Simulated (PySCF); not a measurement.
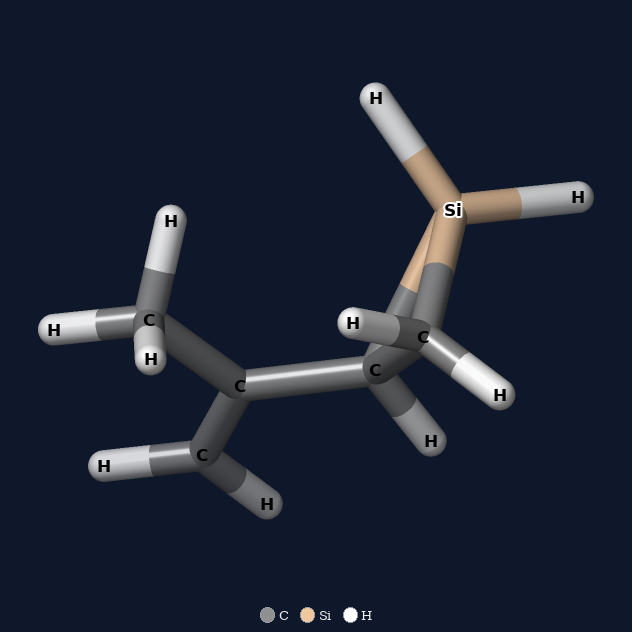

Computed geometry: GFN2-xTB optimisation. No frequency run is at hand to confirm it as a minimum. Level of theory: PBE0/pcSseg-1, gas phase (PySCF 2.14.0).

Q: Give the HOMO energy (Kohn–Sham orbital) at this level.

A: −6.12 eV.

Q: Estimate the dipole moment.

A: 0.79 D.

Q: Estimate the HOMO–LUMO gap.

A: 6.08 eV.

The geometry is semi-empirical. Around Si such bond lengths and angles can be off by a tenth of an ångström or more and by several degrees, and values that hang on the shape move with them.
